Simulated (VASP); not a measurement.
Band structure of Ta₂N (space group P-3m1). These are PBE GGA, VASP's PBE PAW potentials (set 64) (plane waves; VASP) values and carry that method's errors.

Unless said otherwise, spin-orbit coupling is left out, though it shifts the bands of the heavy elements here.

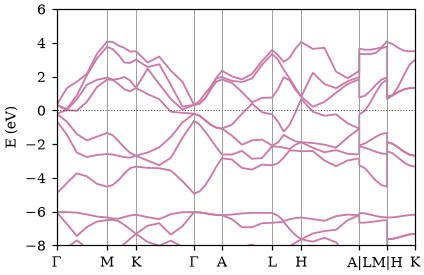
Figure. Bands along high-symmetry lines, zero at the valence-band maximum or, without a gap, the Fermi level

Question: Read the plot: is there a gap, and where are the band edges?

Answer: It has no gap at this level: it comes out as a metal or semimetal.

The structure comes from a computed database's Ta2N entry; how it stands against other phases isn't given here. The cell was not relaxed at this level. The electron count is odd and the run is not spin-polarised, which forces a metal.
